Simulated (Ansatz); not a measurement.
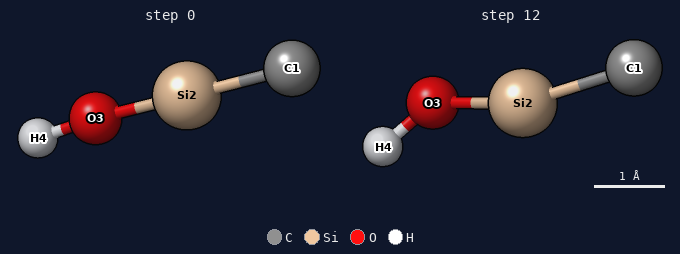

The structure of CHOSi (charge +1) before (left) and after (right) a relaxation, at one scale.

Style: ball-and-stick. Shown at a tilt.

These are results of RKS PBE0-D4/def2-TZVP in Ansatz 0.2.0, not measurements.

The input:
```yaml
crystal:
  periodic: [false, false, false]
  atoms:
    - {symbol: C, position_ang: [-1.425410, 1.251530, 1.337880]}
    - {symbol: Si, position_ang: [-0.347770, 0.297470, 0.332890]}
    - {symbol: O, position_ang: [0.587820, -0.541960, -0.535100]}
    - {symbol: H, position_ang: [1.185360, -1.007040, -1.135670]}
basis:
  gaussian: {orbitals: def2-TZVP}
total_charge: 1
hamiltonian: {xc: pbe0, dispersion: d4}
relax: {f_tol: 0.005, max_steps: 200}
```

Command:
```bash
ansatz run in.yaml --threads 2 --pin off --events-out ev --progress --plain --max-ram 4352MiB
```

> What changed between the two?

The atom that moves furthest after the best rigid fit is O3 (0.27 Å). Largest moves by element: O 0.27 Å, H 0.18 Å, Si 0.12 Å, C 0.03 Å. Among the contacts that change: C1–Si2 1.755 → 1.859 Å, Si2–O3 1.528 → 1.561 Å. Among the angles between lasting bonds that change: Si2–O3–H4 175.0° → 134.4°, C1–Si2–O3 179.6° → 162.5°. The energy falls by 3.90 kcal/mol in 11 accepted moves (12 points after the start). The largest force component goes from 1.4 to 0.0019 eV/Å. The line search rejected the trial step at point 7 of the run.
